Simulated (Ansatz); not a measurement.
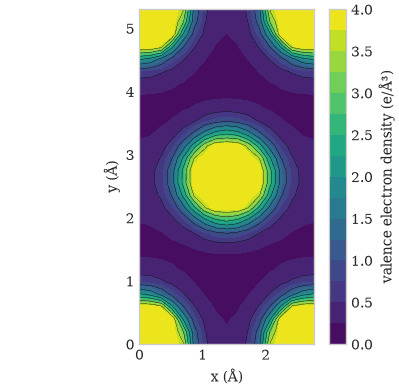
Figure. Valence electron density (e/Å³), cut off at 4 on a lattice plane, DFT-r²SCAN in the program Ansatz with PAW potentials

Question: Pick the material that matches.
A) AgW, L1₀ or tetragonal B2
B) Ag, A15 (β-W type)
C) Nb, bcc (W type)
D) NbAg, Pmma (Ag on 2e, Nb on 2f)

Answer: D, NbAg, Pmma (Ag on 2e, Nb on 2f). Atoms in the plane, in fractions of its two edges: Ag at (0.00, 0.00), Nb at (0.50, 0.50).

The density is the valence pseudo-density with augmentation charge, so density and ELF within about 1 Å of a nucleus are not all-electron values.

The start of the workflow was typed in or built on a structure type; neither database checked (COD, Materials Project) lists it. Whether it is the stable phase at ambient conditions was not checked. The cell was relaxed with r²SCAN under the symmetry of its start; its stability against distortions is not shown here. The run is not spin-polarised. Its formation energy is positive at this level, so the cell may be metastable or incomplete.

Potentials: the earlier of the program's two PAW sets.
